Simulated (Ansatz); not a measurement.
**Run report: BNH6O2, molecular dynamics (part 1 of 4)**

The run: molecular dynamics of BNH6O2. Method and program: RKS r2SCANh-D4/def2-SVP (Ansatz 0.2.0).

It belongs to a series of runs on one base structure; here: dynamics from the highest image of the converged band. Figures and captions count atoms from 1; the log counts them from 0 in places.

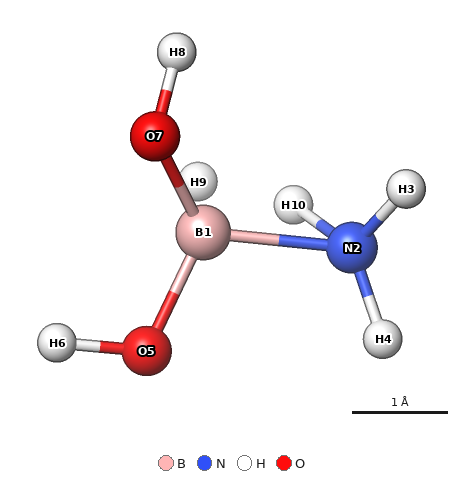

**Figure 1.** The input geometry (ball-and-stick view, seen at a tilt; atoms are numbered from 1 in the order of the input).

### Key numbers

```csv
quantity,value
outcome,finished
mean temperature over the second half,1688 K
trajectory,"200 steps, 100 fs"
ensemble,nve
temperature in the input,300.0 K
time step,0.5 fs
potential energy (last step),−6352.4405 eV
mean-field energy (last step),−6352.4141 eV
largest force (length of the vector) (last step),2.564 eV/Å
hardware,"2 threads of Arm Neoverse V2, 24 GiB of memory available, shared host"
wall time,5.7 min (CPU time 11 min)
peak memory,0.18 GiB
```

### Notes

So short a trajectory is not equilibrated.

### Input
```yaml
crystal:
  periodic: [false, false, false]
  atoms:
    - { symbol: B, position_ang: [0.041475, -0.032759, 0.244391] }
    - { symbol: "N", position_ang: [-0.047469, 0.173831, 1.806265] }
    - { symbol: H, position_ang: [-0.840192, -0.249927, 2.279214] }
    - { symbol: H, position_ang: [0.826597, 0.006576, 2.298069] }
    - { symbol: O, position_ang: [1.3459, -0.316864, -0.115938] }
    - { symbol: H, position_ang: [1.395869, -0.518899, -1.054653] }
    - { symbol: O, position_ang: [-0.991472, -0.709867, -0.402345] }
    - { symbol: H, position_ang: [-1.842602, -0.271074, -0.348195] }
    - { symbol: H, position_ang: [-0.232602, 1.439584, 0.037606] }
    - { symbol: H, position_ang: [-0.205203, 1.2363, 1.079587] }
basis:
  gaussian: { orbitals: def2-SVP }
hamiltonian:
  xc: r2scanh
  dispersion: d4
md:
  timestep: 0.5
  n_steps: 200
  ensemble: nve
  temperature: 300.0
  initial_velocities: maxwell_boltzmann
  seed: 11187
```

Launch command:
```bash
ansatz run input.yaml --threads 2 --pin off --max-ram 3072MiB --backend cpu --events-out ev --progress --plain --runs-dir out
```

### Log
```
Engine: ansatz 0.2.0, aarch64-unknown-linux-gnu
Functional definition: r2SCANh
  parameter a = 0.1
  parameter k0 = 0.174
  parameter k1 = 0.065
  parameter a1 = 4.9479
  exchange = (1 - a)*r2scan_x(k0 = k0, k1 = k1, a1 = a1) + a*exact_x
  correlation = r2scan_c
936 factors; integrals over basis functions are off by at most 4.5e-4 eV
mean field evaluation 1: about -6341.3720 eV, gradient 7.3e1 eV
mean field evaluation 2: about -6330.0780 eV, gradient 1.0e2 eV
mean field evaluation 4: about -6350.9095 eV, gradient 2.7e0 eV
mean field evaluation 8: about -6350.9425 eV, gradient 5.1e-2 eV
mean field -6350.94251993 eV, -233.3928327838 hartree, gradient 2.1e-5 eV, S^2 0.000000; 0 other end points of the search recorded, 0 dependent functions left out
the calculation of the forces begins
reference -6350.94252785 eV, -233.3928330750 hartree; 17, 17 occupied and 69, 69 virtual orbitals, 936 factors
md step     0: t =     0.00 fs  T =   300.0 K  F+E_penalty+E_count = -6350.97921261 eV  E_kin = 0.310224 eV  conserved = -6350.66898862 eV  (25 SCF iters)
these checks for a lower state are left out or cut short: starts, cluster_reference, orbital_swaps, neighbouring_geometries, increment
936 factors; integrals over basis functions are off by at most 4.5e-4 eV
mean field evaluation 16: about -6350.9109 eV, gradient 1.3e0 eV
mean field -6350.93414771 eV, -233.3925251105 hartree, gradient 8.9e-5 eV, S^2 0.000000; 0 other end points of the search recorded, 0 dependent functions left out
the calculation of the forces begins
reference -6350.93415561 eV, -233.3925254009 hartree; 17, 17 occupied and 69, 69 virtual orbitals, 936 factors
md step     1: t =     0.50 fs  T =   292.0 K  F+E_penalty+E_count = -6350.97073808 eV  E_kin = 0.301912 eV  conserved = -6350.66882625 eV  (26 SCF iters)
[... from here on the SCF iterations and repeated set-up lines of each step are left out, up to the last step ...]
md step     2: t =     1.00 fs  T =   270.9 K  F+E_penalty+E_count = -6350.94837190 eV  E_kin = 0.280099 eV  conserved = -6350.66827266 eV  (25 SCF iters)
md step     3: t =     1.50 fs  T =   244.9 K  F+E_penalty+E_count = -6350.92080711 eV  E_kin = 0.253197 eV  conserved = -6350.66760987 eV  (25 SCF iters)
md step     4: t =     2.00 fs  T =   223.4 K  F+E_penalty+E_count = -6350.89823150 eV  E_kin = 0.230989 eV  conserved = -6350.66724266 eV  (26 SCF iters)
md step     5: t =     2.50 fs  T =   211.7 K  F+E_penalty+E_count = -6350.88630179 eV  E_kin = 0.218932 eV  conserved = -6350.66736981 eV  (27 SCF iters)
md step     6: t =     3.00 fs  T =   208.3 K  F+E_penalty+E_count = -6350.88321205 eV  E_kin = 0.215402 eV  conserved = -6350.66780996 eV  (27 SCF iters)
md step     7: t =     3.50 fs  T =   207.0 K  F+E_penalty+E_count = -6350.88229645 eV  E_kin = 0.214100 eV  conserved = -6350.66819683 eV  (27 SCF iters)
md step     8: t =     4.00 fs  T =   202.3 K  F+E_penalty+E_count = -6350.87746691 eV  E_kin = 0.209177 eV  conserved = -6350.66828973 eV  (25 SCF iters)
md step     9: t =     4.50 fs  T =   192.4 K  F+E_penalty+E_count = -6350.86699297 eV  E_kin = 0.198910 eV  conserved = -6350.66808301 eV  (25 SCF iters)
md step    10: t =     5.00 fs  T =   180.0 K  F+E_penalty+E_count = -6350.85381855 eV  E_kin = 0.186104 eV  conserved = -6350.66771406 eV  (25 SCF iters)
md step    11: t =     5.50 fs  T =   170.4 K  F+E_penalty+E_count = -6350.84356789 eV  E_kin = 0.176224 eV  conserved = -6350.66734410 eV  (30 SCF iters)
md step    12: t =     6.00 fs  T =   169.1 K  F+E_penalty+E_count = -6350.84201219 eV  E_kin = 0.174912 eV  conserved = -6350.66709990 eV  (30 SCF iters)
md step    13: t =     6.50 fs  T =   179.8 K  F+E_penalty+E_count = -6350.85298625 eV  E_kin = 0.185925 eV  conserved = -6350.66706158 eV  (30 SCF iters)
md step    14: t =     7.00 fs  T =   202.9 K  F+E_penalty+E_count = -6350.87707272 eV  E_kin = 0.209821 eV  conserved = -6350.66725188 eV  (30 SCF iters)
md step    15: t =     7.50 fs  T =   235.6 K  F+E_penalty+E_count = -6350.91125742 eV  E_kin = 0.243638 eV  conserved = -6350.66761938 eV  (29 SCF iters)
md step    16: t =     8.00 fs  T =   272.5 K  F+E_penalty+E_count = -6350.94982639 eV  E_kin = 0.281803 eV  conserved = -6350.66802325 eV  (29 SCF iters)
md step    17: t =     8.50 fs  T =   307.9 K  F+E_penalty+E_count = -6350.98666515 eV  E_kin = 0.318411 eV  conserved = -6350.66825412 eV  (29 SCF iters)
md step    18: t =     9.00 fs  T =   338.9 K  F+E_penalty+E_count = -6351.01852533 eV  E_kin = 0.350400 eV  conserved = -6350.66812500 eV  (26 SCF iters)
md step    19: t =     9.50 fs  T =   367.6 K  F+E_penalty+E_count = -6351.04778976 eV  E_kin = 0.380168 eV  conserved = -6350.66762153 eV  (29 SCF iters)
md step    20: t =    10.00 fs  T =   401.8 K  F+E_penalty+E_count = -6351.08249217 eV  E_kin = 0.415486 eV  conserved = -6350.66700658 eV  (26 SCF iters)
md step    21: t =    10.50 fs  T =   450.2 K  F+E_penalty+E_count = -6351.13223302 eV  E_kin = 0.465526 eV  conserved = -6350.66670707 eV  (26 SCF iters)
md step    22: t =    11.00 fs  T =   517.3 K  F+E_penalty+E_count = -6351.20185445 eV  E_kin = 0.534880 eV  conserved = -6350.66697440 eV  (29 SCF iters)
md step    23: t =    11.50 fs  T =   599.7 K  F+E_penalty+E_count = -6351.28781499 eV  E_kin = 0.620182 eV  conserved = -6350.66763300 eV  (29 SCF iters)
md step    24: t =    12.00 fs  T =   688.4 K  F+E_penalty+E_count = -6351.38030255 eV  E_kin = 0.711840 eV  conserved = -6350.66846244 eV  (29 SCF iters, 3 dispersion substeps)
md step    25: t =    12.50 fs  T =   772.2 K  F+E_penalty+E_count = -6351.46755126 eV  E_kin = 0.798494 eV  conserved = -6350.66905699 eV  (29 SCF iters, 3 dispersion substeps)
md step    26: t =    13.00 fs  T =   843.4 K  F+E_penalty+E_count = -6351.54126831 eV  E_kin = 0.872130 eV  conserved = -6350.66913788 eV  (28 SCF iters, 3 dispersion substeps)
md step    27: t =    13.50 fs  T =   902.1 K  F+E_penalty+E_count = -6351.60139866 eV  E_kin = 0.932816 eV  conserved = -6350.66858251 eV  (29 SCF iters, 3 dispersion substeps)
md step    28: t =    14.00 fs  T =   957.3 K  F+E_penalty+E_count = -6351.65753967 eV  E_kin = 0.989920 eV  conserved = -6350.66761963 eV  (29 SCF iters, 3 dispersion substeps)
md step    29: t =    14.50 fs  T =  1023.0 K  F+E_penalty+E_count = -6351.72478963 eV  E_kin = 1.057857 eV  conserved = -6350.66693280 eV  (28 SCF iters, 3 dispersion substeps)
md step    30: t =    15.00 fs  T =  1108.6 K  F+E_penalty+E_count = -6351.81348521 eV  E_kin = 1.146337 eV  conserved = -6350.66714844 eV  (28 SCF iters, 3 dispersion substeps)
md step    31: t =    15.50 fs  T =  1210.9 K  F+E_penalty+E_count = -6351.92032965 eV  E_kin = 1.252195 eV  conserved = -6350.66813427 eV  (28 SCF iters, 3 dispersion substeps)
md step    32: t =    16.00 fs  T =  1316.3 K  F+E_penalty+E_count = -6352.03035975 eV  E_kin = 1.361196 eV  conserved = -6350.66916335 eV  (28 SCF iters, 3 dispersion substeps)
md step    33: t =    16.50 fs  T =  1409.8 K  F+E_penalty+E_count = -6352.12750400 eV  E_kin = 1.457819 eV  conserved = -6350.66968529 eV  (28 SCF iters, 3 dispersion substeps)
md step    34: t =    17.00 fs  T =  1483.0 K  F+E_penalty+E_count = -6352.20317291 eV  E_kin = 1.533563 eV  conserved = -6350.66960991 eV  (27 SCF iters, 3 dispersion substeps)
md step    35: t =    17.50 fs  T =  1536.8 K  F+E_penalty+E_count = -6352.25826502 eV  E_kin = 1.589189 eV  conserved = -6350.66907607 eV  (28 SCF iters, 3 dispersion substeps)
md step    36: t =    18.00 fs  T =  1579.0 K  F+E_penalty+E_count = -6352.30115397 eV  E_kin = 1.632855 eV  conserved = -6350.66829880 eV  (27 SCF iters, 3 dispersion substeps)
md step    37: t =    18.50 fs  T =  1621.1 K  F+E_penalty+E_count = -6352.34396363 eV  E_kin = 1.676334 eV  conserved = -6350.66762930 eV  (25 SCF iters, 3 dispersion substeps)
md step    38: t =    19.00 fs  T =  1672.4 K  F+E_penalty+E_count = -6352.39693978 eV  E_kin = 1.729440 eV  conserved = -6350.66749933 eV  (28 SCF iters, 3 dispersion substeps)
md step    39: t =    19.50 fs  T =  1734.7 K  F+E_penalty+E_count = -6352.46192126 eV  E_kin = 1.793790 eV  conserved = -6350.66813118 eV  (27 SCF iters, 3 dispersion substeps)
md step    40: t =    20.00 fs  T =  1798.7 K  F+E_penalty+E_count = -6352.52919944 eV  E_kin = 1.859960 eV  conserved = -6350.66923964 eV  (28 SCF iters, 3 dispersion substeps)
md step    41: t =    20.50 fs  T =  1848.7 K  F+E_penalty+E_count = -6352.58187148 eV  E_kin = 1.911713 eV  conserved = -6350.67015843 eV  (28 SCF iters, 3 dispersion substeps)
md step    42: t =    21.00 fs  T =  1872.4 K  F+E_penalty+E_count = -6352.60637193 eV  E_kin = 1.936212 eV  conserved = -6350.67016014 eV  (27 SCF iters, 3 dispersion substeps)
md step    43: t =    21.50 fs  T =  1870.1 K  F+E_penalty+E_count = -6352.60298036 eV  E_kin = 1.933831 eV  conserved = -6350.66914984 eV  (27 SCF iters, 3 dispersion substeps)
md step    44: t =    22.00 fs  T =  1856.0 K  F+E_penalty+E_count = -6352.58711694 eV  E_kin = 1.919274 eV  conserved = -6350.66784270 eV  (28 SCF iters, 3 dispersion substeps)
md step    45: t =    22.50 fs  T =  1847.7 K  F+E_penalty+E_count = -6352.57801227 eV  E_kin = 1.910618 eV  conserved = -6350.66739393 eV  (28 SCF iters, 3 dispersion substeps)
md step    46: t =    23.00 fs  T =  1851.5 K  F+E_penalty+E_count = -6352.58260748 eV  E_kin = 1.914602 eV  conserved = -6350.66800506 eV  (27 SCF iters, 3 dispersion substeps)
md step    47: t =    23.50 fs  T =  1859.7 K  F+E_penalty+E_count = -6352.59198958 eV  E_kin = 1.923100 eV  conserved = -6350.66888964 eV  (27 SCF iters, 3 dispersion substeps)
md step    48: t =    24.00 fs  T =  1860.0 K  F+E_penalty+E_count = -6352.59261506 eV  E_kin = 1.923348 eV  conserved = -6350.66926704 eV  (28 SCF iters, 3 dispersion substeps)
md step    49: t =    24.50 fs  T =  1845.9 K  F+E_penalty+E_count = -6352.57785864 eV  E_kin = 1.908767 eV  conserved = -6350.66909151 eV  (27 SCF iters, 3 dispersion substeps)
md step    50: t =    25.00 fs  T =  1819.1 K  F+E_penalty+E_count = -6352.54972304 eV  E_kin = 1.881059 eV  conserved = -6350.66866408 eV  (28 SCF iters, 3 dispersion substeps)
md step    51: t =    25.50 fs  T =  1785.6 K  F+E_penalty+E_count = -6352.51464549 eV  E_kin = 1.846414 eV  conserved = -6350.66823180 eV  (28 SCF iters, 3 dispersion substeps)
md step    52: t =    26.00 fs  T =  1752.1 K  F+E_penalty+E_count = -6352.47964865 eV  E_kin = 1.811795 eV  conserved = -6350.66785332 eV  (28 SCF iters, 3 dispersion substeps)
md step    53: t =    26.50 fs  T =  1724.7 K  F+E_penalty+E_count = -6352.45101120 eV  E_kin = 1.783455 eV  conserved = -6350.66755661 eV  (28 SCF iters, 3 dispersion substeps)
md step    54: t =    27.00 fs  T =  1707.7 K  F+E_penalty+E_count = -6352.43341534 eV  E_kin = 1.765893 eV  conserved = -6350.66752189 eV  (27 SCF iters, 3 dispersion substeps)
md step    55: t =    27.50 fs  T =  1701.3 K  F+E_penalty+E_count = -6352.42727625 eV  E_kin = 1.759325 eV  conserved = -6350.66795088 eV  (28 SCF iters, 3 dispersion substeps)
md step    56: t =    28.00 fs  T =  1699.5 K  F+E_penalty+E_count = -6352.42611393 eV  E_kin = 1.757413 eV  conserved = -6350.66870075 eV  (24 SCF iters, 3 dispersion substeps)
md step    57: t =    28.50 fs  T =  1692.2 K  F+E_penalty+E_count = -6352.41906668 eV  E_kin = 1.749906 eV  conserved = -6350.66916106 eV  (28 SCF iters, 3 dispersion substeps)
md step    58: t =    29.00 fs  T =  1674.0 K  F+E_penalty+E_count = -6352.39986008 eV  E_kin = 1.731068 eV  conserved = -6350.66879226 eV  (27 SCF iters, 3 dispersion substeps)
md step    59: t =    29.50 fs  T =  1650.2 K  F+E_penalty+E_count = -6352.37429077 eV  E_kin = 1.706422 eV  conserved = -6350.66786873 eV  (28 SCF iters, 3 dispersion substeps)
md step    60: t =    30.00 fs  T =  1632.7 K  F+E_penalty+E_count = -6352.35572837 eV  E_kin = 1.688339 eV  conserved = -6350.66738978 eV  (28 SCF iters, 3 dispersion substeps)
md step    61: t =    30.50 fs  T =  1627.7 K  F+E_penalty+E_count = -6352.35102499 eV  E_kin = 1.683207 eV  conserved = -6350.66781754 eV  (28 SCF iters, 3 dispersion substeps)
md step    62: t =    31.00 fs  T =  1629.9 K  F+E_penalty+E_count = -6352.35397482 eV  E_kin = 1.685444 eV  conserved = -6350.66853052 eV  (28 SCF iters, 3 dispersion substeps)
md step    63: t =    31.50 fs  T =  1629.5 K  F+E_penalty+E_count = -6352.35378540 eV  E_kin = 1.685002 eV  conserved = -6350.66878380 eV  (28 SCF iters, 3 dispersion substeps)
md step    64: t =    32.00 fs  T =  1622.2 K  F+E_penalty+E_count = -6352.34595891 eV  E_kin = 1.677470 eV  conserved = -6350.66848861 eV  (29 SCF iters, 3 dispersion substeps)
md step    65: t =    32.50 fs  T =  1611.3 K  F+E_penalty+E_count = -6352.33422334 eV  E_kin = 1.666218 eV  conserved = -6350.66800510 eV  (29 SCF iters, 3 dispersion substeps)
md step    66: t =    33.00 fs  T =  1603.2 K  F+E_penalty+E_count = -6352.32555816 eV  E_kin = 1.657881 eV  conserved = -6350.66767731 eV  (27 SCF iters, 3 dispersion substeps)
md step    67: t =    33.50 fs  T =  1602.6 K  F+E_penalty+E_count = -6352.32489030 eV  E_kin = 1.657250 eV  conserved = -6350.66764019 eV  (28 SCF iters, 3 dispersion substeps)
md step    68: t =    34.00 fs  T =  1610.1 K  F+E_penalty+E_count = -6352.33278571 eV  E_kin = 1.664932 eV  conserved = -6350.66785331 eV  (28 SCF iters, 3 dispersion substeps)
md step    69: t =    34.50 fs  T =  1622.5 K  F+E_penalty+E_count = -6352.34601366 eV  E_kin = 1.677837 eV  conserved = -6350.66817623 eV  (28 SCF iters, 3 dispersion substeps)
md step    70: t =    35.00 fs  T =  1635.5 K  F+E_penalty+E_count = -6352.35964621 eV  E_kin = 1.691188 eV  conserved = -6350.66845774 eV  (28 SCF iters, 3 dispersion substeps)
md step    71: t =    35.50 fs  T =  1644.8 K  F+E_penalty+E_count = -6352.36945366 eV  E_kin = 1.700883 eV  conserved = -6350.66857026 eV  (27 SCF iters, 3 dispersion substeps)
md step    72: t =    36.00 fs  T =  1649.5 K  F+E_penalty+E_count = -6352.37406532 eV  E_kin = 1.705670 eV  conserved = -6350.66839530 eV  (27 SCF iters, 3 dispersion substeps)
md step    73: t =    36.50 fs  T =  1652.6 K  F+E_penalty+E_count = -6352.37685316 eV  E_kin = 1.708972 eV  conserved = -6350.66788149 eV  (28 SCF iters, 3 dispersion substeps)
md step    74: t =    37.00 fs  T =  1662.2 K  F+E_penalty+E_count = -6352.38615410 eV  E_kin = 1.718815 eV  conserved = -6350.66733942 eV  (25 SCF iters, 3 dispersion substeps)
md step    75: t =    37.50 fs  T =  1685.2 K  F+E_penalty+E_count = -6352.41005778 eV  E_kin = 1.742643 eV  conserved = -6350.66741471 eV  (27 SCF iters, 3 dispersion substeps)
md step    76: t =    38.00 fs  T =  1720.3 K  F+E_penalty+E_count = -6352.44720652 eV  E_kin = 1.778948 eV  conserved = -6350.66825871 eV  (27 SCF iters, 3 dispersion substeps)
md step    77: t =    38.50 fs  T =  1756.0 K  F+E_penalty+E_count = -6352.48501079 eV  E_kin = 1.815884 eV  conserved = -6350.66912725 eV  (28 SCF iters, 3 dispersion substeps)
md step    78: t =    39.00 fs  T =  1780.3 K  F+E_penalty+E_count = -6352.51026701 eV  E_kin = 1.840993 eV  conserved = -6350.66927358 eV  (28 SCF iters, 3 dispersion substeps)
md step    79: t =    39.50 fs  T =  1790.5 K  F+E_penalty+E_count = -6352.52018520 eV  E_kin = 1.851490 eV  conserved = -6350.66869537 eV  (28 SCF iters, 3 dispersion substeps)
md step    80: t =    40.00 fs  T =  1794.0 K  F+E_penalty+E_count = -6352.52303530 eV  E_kin = 1.855152 eV  conserved = -6350.66788369 eV  (28 SCF iters, 3 dispersion substeps)
md step    81: t =    40.50 fs  T =  1802.3 K  F+E_penalty+E_count = -6352.53107571 eV  E_kin = 1.863762 eV  conserved = -6350.66731386 eV  (27 SCF iters, 3 dispersion substeps)
md step    82: t =    41.00 fs  T =  1823.7 K  F+E_penalty+E_count = -6352.55310880 eV  E_kin = 1.885878 eV  conserved = -6350.66723110 eV  (27 SCF iters, 3 dispersion substeps)
md step    83: t =    41.50 fs  T =  1859.3 K  F+E_penalty+E_count = -6352.59036717 eV  E_kin = 1.922698 eV  conserved = -6350.66766965 eV  (28 SCF iters, 3 dispersion substeps)
md step    84: t =    42.00 fs  T =  1902.5 K  F+E_penalty+E_count = -6352.63586875 eV  E_kin = 1.967368 eV  conserved = -6350.66850107 eV  (28 SCF iters, 3 dispersion substeps)
md step    85: t =    42.50 fs  T =  1941.0 K  F+E_penalty+E_count = -6352.67654736 eV  E_kin = 2.007114 eV  conserved = -6350.66943291 eV  (29 SCF iters, 3 dispersion substeps)
md step    86: t =    43.00 fs  T =  1961.2 K  F+E_penalty+E_count = -6352.69808875 eV  E_kin = 2.028083 eV  conserved = -6350.67000605 eV  (27 SCF iters, 3 dispersion substeps)
md step    87: t =    43.50 fs  T =  1955.9 K  F+E_penalty+E_count = -6352.69225423 eV  E_kin = 2.022519 eV  conserved = -6350.66973559 eV  (28 SCF iters, 3 dispersion substeps)
md step    88: t =    44.00 fs  T =  1929.7 K  F+E_penalty+E_count = -6352.66402694 eV  E_kin = 1.995491 eV  conserved = -6350.66853617 eV  (27 SCF iters, 3 dispersion substeps)
md step    89: t =    44.50 fs  T =  1900.2 K  F+E_penalty+E_count = -6352.63210725 eV  E_kin = 1.964943 eV  conserved = -6350.66716464 eV  (28 SCF iters, 3 dispersion substeps)
md step    90: t =    45.00 fs  T =  1885.9 K  F+E_penalty+E_count = -6352.61704266 eV  E_kin = 1.950186 eV  conserved = -6350.66685686 eV  (28 SCF iters, 3 dispersion substeps)
md step    91: t =    45.50 fs  T =  1890.9 K  F+E_penalty+E_count = -6352.62333341 eV  E_kin = 1.955351 eV  conserved = -6350.66798266 eV  (27 SCF iters, 3 dispersion substeps)
md step    92: t =    46.00 fs  T =  1900.1 K  F+E_penalty+E_count = -6352.63432602 eV  E_kin = 1.964830 eV  conserved = -6350.66949633 eV  (27 SCF iters, 3 dispersion substeps)
md step    93: t =    46.50 fs  T =  1892.4 K  F+E_penalty+E_count = -6352.62709459 eV  E_kin = 1.956928 eV  conserved = -6350.67016676 eV  (24 SCF iters, 3 dispersion substeps)
md step    94: t =    47.00 fs  T =  1857.6 K  F+E_penalty+E_count = -6352.59065411 eV  E_kin = 1.920939 eV  conserved = -6350.66971556 eV  (28 SCF iters, 3 dispersion substeps)
md step    95: t =    47.50 fs  T =  1801.0 K  F+E_penalty+E_count = -6352.53102896 eV  E_kin = 1.862388 eV  conserved = -6350.66864144 eV  (28 SCF iters, 3 dispersion substeps)
md step    96: t =    48.00 fs  T =  1737.6 K  F+E_penalty+E_count = -6352.46437752 eV  E_kin = 1.796803 eV  conserved = -6350.66757410 eV  (28 SCF iters, 3 dispersion substeps)
md step    97: t =    48.50 fs  T =  1683.0 K  F+E_penalty+E_count = -6352.40730041 eV  E_kin = 1.740367 eV  conserved = -6350.66693322 eV  (28 SCF iters, 3 dispersion substeps)
md step    98: t =    49.00 fs  T =  1646.9 K  F+E_penalty+E_count = -6352.36994303 eV  E_kin = 1.703043 eV  conserved = -6350.66690052 eV  (28 SCF iters, 3 dispersion substeps)
md step    99: t =    49.50 fs  T =  1629.9 K  F+E_penalty+E_count = -6352.35287131 eV  E_kin = 1.685399 eV  conserved = -6350.66747193 eV  (27 SCF iters, 3 dispersion substeps)
```
